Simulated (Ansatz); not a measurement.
# Moving the knobs of a GW run on BiP (buckled honeycomb monolayer)

A base run on BiP (buckled honeycomb monolayer), then changed inputs.

Method: G0W0 on PBEsol, plane waves, PAW; PAW set soft_1, in Ansatz 0.2.0.

## Step 1: Set-up

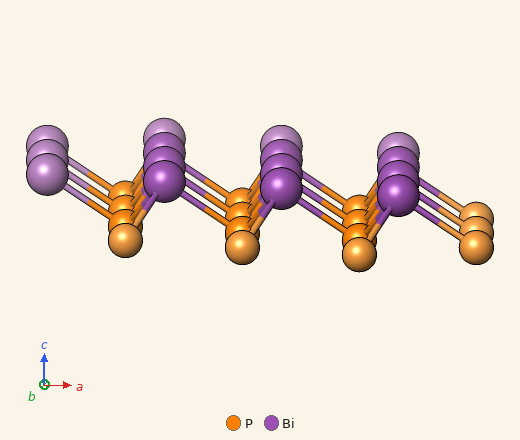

The starting structure, seen nearly edge on (phosphorus orange, bismuth purple). 3×3×1 cells are drawn. Some periodic images of atoms are drawn too.

The cell holds 2 atoms: 1 P and 1 Bi. Its edges and angles: a = 3.817 Å, b = 3.817 Å, c = 26.200 Å, α = 90.0°, β = 90.0°, γ = 120.0°. Vacuum lies along c.

Coordinates:

```cif
data_structure
_symmetry_space_group_name_H-M 'P 1'
_symmetry_Int_Tables_number 1
_cell_length_a 3.8174
_cell_length_b 3.8174
_cell_length_c 26.2000
_cell_angle_alpha 90.000
_cell_angle_beta 90.000
_cell_angle_gamma 120.000
_cell_volume 330.64
loop_
_atom_site_label
_atom_site_type_symbol
_atom_site_fract_x
_atom_site_fract_y
_atom_site_fract_z
_atom_site_occupancy
P1 P 0.33333 0.66667 0.47183 1
Bi2 Bi 0.66667 0.33333 0.52817 1
```

The structure was relaxed with PBEsol. The runs that relaxed it are not among those shown. Spin-orbit coupling is left out unless a step names it. The Coulomb interaction is cut off across the vacuum.

## Step 2: The base run: 6×6×1 mesh, 297 empty bands, screening to 54 eV, PAW set soft_1 files

G0W0 replaces the xc potential by the self-energy, built once from these orbitals. Only a window of levels is corrected, while the sums run over the empty bands that the input names. This step takes PAW set soft_1 files.

The input, input.yaml:

```yaml
crystal:
  lattice:
    - [3.8173747469, 0.0, 0.0]
    - [-1.9086873734, 3.3059435066, 0.0]
    - [0.0, 0.0, 26.2]
  atoms:
    - { symbol: P, position: [0.3333333333, 0.6666666667, 0.4718319318] }
    - { symbol: Bi, position: [0.6666666667, 0.3333333333, 0.5281680682] }
  periodic: [true, true, false]
kpoints:
  mp_grid: { grid: [6, 6, 1] }
hamiltonian:
  xc: pbesol
  pseudopotentials: { kind: paw, azcp: { folder: soft_1 }, xc_functional: pbe }
scf:
  occupations: { method: fixed }
gw:
  n_empty_bands: 297
  ecut_chi: 54.0
  qp_bands: [v2, c2]
  qp_kpoints: band_edges
  screening: { model: contour_deformation }
```

Command:

```sh
$ ansatz run input.yaml --threads 4 --pin off --max-ram 17510MiB --backend cpu --events-out ev --progress --plain --runs-dir out
```

Numbers of over 12 decimals in the logs are rounded to 6 here.

The program printed:

```text
Engine: ansatz 0.2.0, aarch64-unknown-linux-gnu
Pseudopotentials: kind: paw
Pseudopotential: P, paw, valence charge 5, recommended cutoff 420 eV (normal), soft_1/P.paw.azcp
Pseudopotential: Bi, paw, valence charge 15, recommended cutoff 420 eV (normal), soft_1/Bi.paw.azcp
Functional definition: PBEsol
  exchange = pbesol_x
  correlation = pbesol_c
Crystal: 2 atoms, lattice volume = 330.645 Å³
Basis set: ecut = 420 eV, 6459 PW (Γ)
Bands: 14, of which v1, the nominal top of the filled ones, is band 10 counted from 1 (9 counted from 0)
Symmetry: 6 space group operations
Space group: P3m1 (ITA 156), of the structure as read, at distance tolerance 6.9e-5 Å
k-points: 7 of 36 (time reversal used)
Non-local potential: P, projectors of the file, l = 0: 2, l = 1: 2, l = 2: 1
Non-local potential: Bi, projectors of the file, l = 0: 2, l = 1: 2, l = 2: 2, l = 3: 1
PAW form: soft (Blöchl's): semilocal exchange-correlation on the pseudo side does not see the compensation charge
PAW frozen core: P, regenerated for the run's functional, and the local potential with it (the file was generated under x = pbe(κ = 0.804, μ = 0.219515), c = pbe(β = 0.066725))
PAW frozen core: Bi, regenerated for the run's functional, and the local potential with it (the file was generated under x = pbe(κ = 0.804, μ = 0.219515), c = pbe(β = 0.066725))
PAW one-centre angular grid: P, 110 points (default); XC on 64 Gauss nodes
PAW one-centre angular grid: Bi, 590 points (default); XC on 64 Gauss nodes
Initial density: superposition of atomic densities (neutral atoms: chi_scale 0, normalization atom)
Initial wavefunctions: pseudopotential atomic-orbital guess
Functional: x = pbesol(κ = 0.804, μ = 0.123457), c = pbesol(β = 0.046)
SCF iter   1: F=—  HF=-12984.240135 eV  |F-HF|=—  |Δ(HF+E_count)|=         —  Δρ=1.36e-2  dr2=2.69e0  ethr=3.10e-3  ⟨swp⟩=7.9  Hψ=711  notcnv=0  defer=11
preconditioner: auto → none  [insulator: Δε(μ)=1.917 eV  Ē_g=9.136 eV  n_scr=14 (ndim 8)  ℏωp=6.5 eV  f_vac=0.760  ε∞_Penn≈1.5]
SCF iter   2: F=—  HF=-12986.644551 eV  |F-HF|=—  |Δ(HF+E_count)|=    2.40e0  Δρ=2.59e-2  dr2=2.78e1  ethr=3.10e-3  ⟨swp⟩=6.0  Hψ=372  notcnv=0  defer=12  recentre
SCF iter   3: F=—  HF=-12983.940481 eV  |F-HF|=—  |Δ(HF+E_count)|=    2.70e0  Δρ=7.60e-3  dr2=5.54e-1  ethr=3.10e-3  ⟨swp⟩=5.9  Hψ=372  notcnv=0  defer=13
SCF iter   4: F=—  HF=-12983.857656 eV  |F-HF|=—  |Δ(HF+E_count)|=   8.28e-2  Δρ=2.10e-3  dr2=9.89e-3  ethr=2.77e-3  ⟨swp⟩=2.7  Hψ=166  notcnv=0  defer=13
SCF iter   5: F=—  HF=-12983.855568 eV  |F-HF|=—  |Δ(HF+E_count)|=   2.09e-3  Δρ=5.36e-4  dr2=5.97e-4  ethr=4.94e-5  ⟨swp⟩=4.7  Hψ=257  notcnv=0  defer=14
SCF iter   6: F=—  HF=-12983.855557 eV  |F-HF|=—  |Δ(HF+E_count)|=   1.05e-5  Δρ=1.28e-4  dr2=3.45e-5  ethr=2.98e-6  ⟨swp⟩=2.9  Hψ=184  notcnv=0  defer=14
[...]
NSCF: frozen V_eff on 7 k-points
G₀W₀ screening: q 1/7
[... further progress lines ...]
SCF converged after 9 iterations
Free energy (F): -12983.855561 eV
Harris-Foulkes:  -12983.855561 eV  (|F-HF|=1.38e-8)
Internal energy: -12983.855561 eV  (E = F + TS)
E sigma→0 (E₀):  -12983.855561 eV
Fermi energy:    -5.146339 eV
--- Per-component energies (eV) ---
  E_band       = -374.489976
  E_kinetic    = 320.847677
  E_local      = -17435.396347  (includes V_loc(G=0)·N_el)
  E_nonlocal   = 443.637491
  E_hartree    = 8395.095271
  E_xc         = -220.460123
  E_vxc        = -189.251725  (∫ρ·V_xc dr)
  E_paw        = -11053.509556  (= ΣΔE_a)
  E_vpaw       = -304.515980  (= ΣTr[D̂ρ^β])
  E_aug_tail   = 0.000203  (compensation charges beyond the density's cutoff)
  E_ewald      = 6565.793933
  E_core_change = 0.135890  (= ΣΔE_core)
  E_smearing   = -0.000000  (= −TS)
  E_closure    = -0.000000  (closes the sum)
  Σ components = -12983.855561   (vs F -12983.855561, Δ=0.00e0)
--- Band table (eV; the first three rows and the last of 7) ---
  k-point 0: bands = [... 6 lower, -12.2114, -5.6718, -5.1463, -5.1463, -3.6381, -1.5158, -1.5158, -0.9897]
  k-point 1: bands = [... 6 lower, -12.2255, -7.0699, -5.6884, -5.5539, -3.1409, -1.6063 (-1.6063°), -1.0694, -0.5148]
  k-point 2: bands = [... 6 lower, -12.8429, -8.4220, -6.4663, -5.9056, -3.7070, -1.6403, -0.8087, 0.3256]
  k-point 6: bands = [... 6 lower, -14.2205, -9.0409, -7.0377, -6.9425, -3.3569, -1.4358, -0.6864, 2.1032]
  ° read free of the cell's end (the report's vacuum.weakly_bound_levels)
--- G₀W₀: contour deformation, 6 samples at zero and on the imaginary axis and 2 off it, 36 q-points, 297 empty bands' worth ---
  eigenvalues of the whole cell's RPA ε∞ on this k-mesh (on a slab, of 1 + 4πα/V) = 1.1514, 4.4640, 4.4640; static W/v taken at q = 0 is 0.451905
  bands read: the sum over 307 bands ends inside a degenerate multiplet in 1 slot, whose members it reads at an even weight; the widest, k=0: bands 307 to 308 (counted from 1) at 1/2 each
  gw.qp_kpoints: band_edges: 7 of 7 stored k-points solved, in 1 pass; an edge of the gap read off the rows below is read off those points alone
    ik  band        ε_KS         Σx   Σc(E_QP)       V_xc       Z   E_QP_lin       E_QP  E_QP is
     0     9     -5.1463   -15.6630     1.0196   -14.4647  0.7058    -5.3262    -5.3250  root
     0    10     -5.1463   -15.6630     1.0196   -14.4647  0.7058    -5.3262    -5.3250  root
     0    11     -3.6381    -8.9847    -3.0743   -12.6641  0.7332    -3.0159    -3.0331  root
     0    12     -1.5158    -9.3259    -3.7310   -13.7473  0.6916    -0.8079    -0.8255  root
     1     9     -5.6884   -15.5541     1.2102   -14.1318  0.7023    -5.9023    -5.9004  root
     1    10     -5.5539   -13.6006     1.3929   -11.8030  0.6927    -5.9668    -5.9586  root
     1    11     -3.1409    -8.7288    -3.1114   -12.4248  0.7211    -2.5388    -2.5562  root
     1    12     -1.6063    -7.5906    -3.4233   -11.5423  0.7122    -1.0741    -1.0779  root
[...]
6     9     -7.0377   -15.1184     2.1426   -12.6670  0.6524    -7.3563    -7.3465  root
     6    10     -6.9425   -15.0567     1.7855   -12.9192  0.6808    -7.3013    -7.2945  root
     6    11     -3.3569    -7.4131    -3.0516   -10.9353  0.7184    -2.8761    -2.8863  root
     6    12     -1.4358    -7.1348    -3.7670   -11.3693  0.6836    -0.9691    -0.9683  root
```

Wall time 84 s (4 threads of Arm Neoverse V1, shared host); peak memory 2.6 GiB; 5.4 min of CPU time.

In the SCF lines HF is the Harris–Foulkes energy and dr2 the Hartree energy of the density residual, in eV; the loop may stop once dr2 is under the threshold and the program's other checks hold. Hψ counts applications of the Hamiltonian.

This step gave:

- bands summed: 307
- plane waves in the screening matrix: 283
- q-points in the mesh: 36
- G0W0 gap on the mesh: 2.090 eV
- k of the valence top: 0, 0, 0
- k of the conduction bottom: 0, 0.3333, 0
- starting gap on the mesh: 1.439 eV
- Z at the valence top: 0.7058
- Z at the conduction bottom: 0.7249
- least direct G0W0 gap on the computed points: 2.292 eV

The gap on the mesh goes from 1.44 eV to 2.09 eV, a correction of +0.65 eV. Between the two edge states, bare exchange in place of the xc potential would open the gap by 4.56 eV, and correlation takes back 3.91 eV.

## Step 3: Variant: frequency model

Changes to input.yaml since step 2:

```diff
@@ -21,2 +21,2 @@
   qp_kpoints: band_edges
-  screening: { model: contour_deformation }
+  screening: { model: godby_needs }
```

The program printed:

```text
[...]
Crystal: 2 atoms, lattice volume = 330.645 Å³
Basis set: ecut = 420 eV, 6459 PW (Γ)
Bands: 14, of which v1, the nominal top of the filled ones, is band 10 counted from 1 (9 counted from 0)
Symmetry: 6 space group operations
[...]
k-points: 7 of 36 (time reversal used)
[...]
SCF iter   1: F=—  HF=-12984.240135 eV  |F-HF|=—  |Δ(HF+E_count)|=         —  Δρ=1.36e-2  dr2=2.69e0  ethr=3.10e-3  ⟨swp⟩=7.9  Hψ=711  notcnv=0  defer=11
[...]
SCF iter   9: F=-12983.855561 eV  HF=-12983.855561 eV  |F-HF|=1.38e-8  |Δ(HF+E_count)|=   8.42e-8  Δρ=1.41e-6  dr2=8.49e-9  ethr=5.00e-10  ⟨swp⟩=14.4  Hψ=830  notcnv=0
SCF 1 converged in 9 iterations: F = -12983.855561 eV  dr2 = 8.49e-9
[...]
NSCF: frozen V_eff on 7 k-points
G₀W₀ screening: q 1/7
[... further progress lines ...]
SCF converged after 9 iterations
Free energy (F): -12983.855561 eV
[...]
Internal energy: -12983.855561 eV  (E = F + TS)
E sigma→0 (E₀):  -12983.855561 eV
Fermi energy:    -5.146339 eV
[...]
--- Band table (eV; the first three rows and the last of 7) ---
  k-point 0: bands = [... 6 lower, -12.2114, -5.6718, -5.1463, -5.1463, -3.6381, -1.5158, -1.5158, -0.9897]
  k-point 1: bands = [... 6 lower, -12.2255, -7.0699, -5.6884, -5.5539, -3.1409, -1.6063 (-1.6063°), -1.0694, -0.5148]
  k-point 2: bands = [... 6 lower, -12.8429, -8.4220, -6.4663, -5.9056, -3.7070, -1.6403, -0.8087, 0.3256]
  k-point 6: bands = [... 6 lower, -14.2205, -9.0409, -7.0377, -6.9425, -3.3569, -1.4358, -0.6864, 2.1032]
  ° read free of the cell's end (the report's vacuum.weakly_bound_levels)
--- G₀W₀: ω_p = 27.1002 eV, 36 q-points, 297 empty bands' worth ---
[...]
GN-PPA: 1512786/3184933 pairs with Re ω̃² < 0 across q-mesh
[...]
0     9     -5.1463   -15.6630     0.9774   -14.4647  0.7566    -5.3677    -5.3672  root
     0    10     -5.1463   -15.6630     0.9774   -14.4647  0.7566    -5.3677    -5.3672  root
     0    11     -3.6381    -8.9847    -3.0356   -12.6641  0.7802    -2.9896    -2.9944  root
     0    12     -1.5158    -9.3259    -3.6388   -13.7473  0.7630    -0.7246    -0.7333  root
     1     9     -5.6884   -15.5541     1.1553   -14.1318  0.7561    -5.9560    -5.9553  root
     1    10     -5.5539   -13.6006     1.2784   -11.8030  0.7596    -6.0762    -6.0731  root
     1    11     -3.1409    -8.7288    -3.0760   -12.4248  0.7734    -2.5162    -2.5209  root
     1    12     -1.6063    -7.5906    -3.3648   -11.5423  0.7780    -1.0146    -1.0193  root
[...]
6     9     -7.0377   -15.1184     1.9754   -12.6670  0.7447    -7.5167    -7.5136  root
     6    10     -6.9425   -15.0567     1.6653   -12.9192  0.7548    -7.4177    -7.4147  root
     6    11     -3.3569    -7.4131    -3.0666   -10.9353  0.7717    -2.8988    -2.9013  root
     6    12     -1.4358    -7.1348    -3.6982   -11.3693  0.7646    -0.8954    -0.8996  root
```

Run time: 1.7 min. Hardware: 4 threads; peak memory 2.6 GiB.

The G0W0 gap on the mesh is 2.128 eV.

Against the base:

```tsv
setting	base	variant
frequency model	contour deformation	plasmon pole
```

```tsv
quantity	variant	base
starting gap on the mesh	1.439	1.439
G0W0 gap on the mesh	2.128	2.090
least direct G0W0 gap on the computed points	2.373	2.292
Z at the valence top	0.757	0.706
Z at the conduction bottom	0.776	0.725
```

## Step 4: Outcome

| Quantity | Value |
| --- | --- |
| base | 2.09 eV, 84 s |
| frequency model | 2.13 eV, 1.7 min |

What this shows: Frequency model: the gap moves by +0.04 eV. All runs here use a coarse mesh and modest cutoffs; they test settings and are not final values. Where an edge is built on 6p states of lead, bismuth or thallium, scalar-relativistic gaps usually stand too wide, by a few tenths to over one eV. The mesh in the plane is coarse for a sheet; gap and any exciton binding can still move on denser ones. The many-body steps are scalar-relativistic: spin-orbit coupling is not in them.

[Paths, hosts, dates, memory and timing lines, banners, echoed tables and standing remarks are left out of the program output.]

[Logs are printed without paths, hosts, clocks, repeated set-up lines and the standing remarks that a program may print on its own settings, such as how far it seeks lower states.]

[Runs of the session that timed out or met a known fault of the program may be left out.]

[Cells called generated may have been cut or substituted from an entry of the Crystallography Open Database or the Materials Project.]

[Hosts, paths, dates, database ids (printed as entryN), source tags and the programs' standing remarks are cut or masked in the printed files.]
